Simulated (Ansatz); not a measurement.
**CBrClF$_{2}$ (SMILES FC(F)(Cl)Br): density, localisation and related maps**

```xyz
5

C    -0.7407    0.1880   -1.4139
Br   -1.6891    0.7149   -3.0526
Cl    0.5524   -0.9947   -1.7437
F    -1.6169   -0.3438   -0.5630
F    -0.2107    1.2754   -0.8562
```

Geometry: B3LYP/6-31G*.

Theory: isolated molecule in a Gaussian basis; Kohn-Sham density functional theory, functional PBE0 in Ansatz 0.2.0.

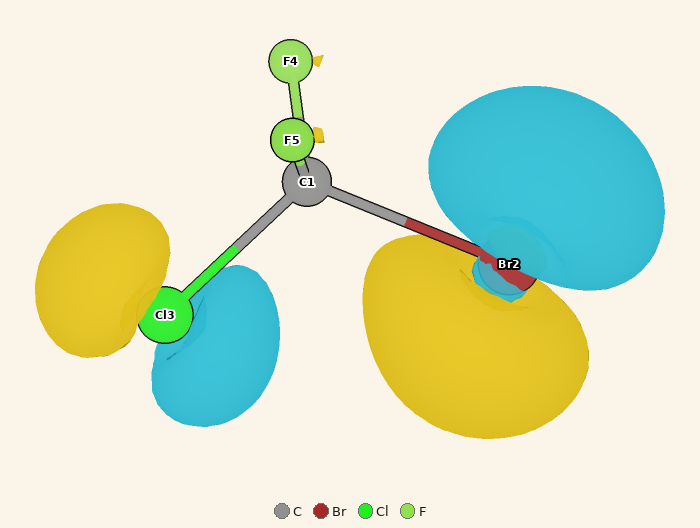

Figure 1. One frontier orbital at ±0.15 Å⁻³ᐟ² (yellow and cyan are the two phases), seen at an oblique angle.

### Which orbital is it: HOMO or LUMO?

The HOMO, at −8.94 eV. Its weight (Hirshfeld) is mainly on Br2 (about 75 %) and Cl3 (about 20 %); largely a lone pair of Br2.

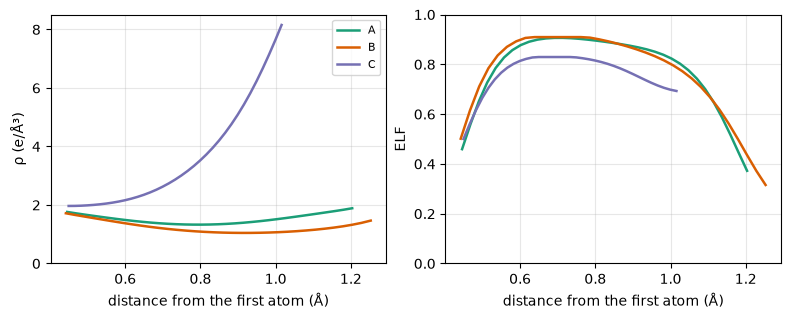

Figure 2. Electron density and ELF along straight lines between neighbouring atoms. The curves leave out the atomic cores.

### Which curve belongs to which contact (C–Br, C–Cl and C–F)? The first atom named is at distance zero.

Curve A: C–Cl (1.78 Å): ρ is about 1.4 e/Å³ halfway; the ELF peaks at about 0.90 between the atoms; localised, covalent bonding. Curve B: C–Br (1.97 Å): the density is about 1.1 e/Å³ at the midpoint; the ELF peaks at about 0.90 between the atoms, as expected for a covalent bond. Curve C: C–F (1.33 Å): ρ is about 2.4 e/Å³ halfway; the ELF peaks at about 0.85 between the atoms (a polar covalent bond).

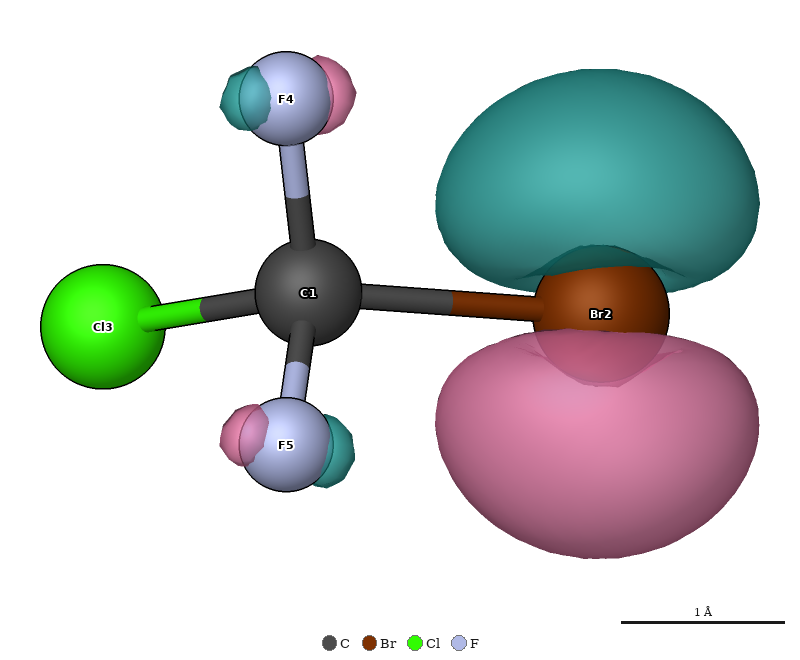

Figure 3. The HOMO−1 at ±0.2 Å⁻³ᐟ² (teal and pink are the two phases), seen from one side.

### Where does this orbital lie, and at what energy?

Its weight (Hirshfeld) is mainly on Br2 (about 90 %); largely a lone pair of Br2. Its energy is −9.12 eV.
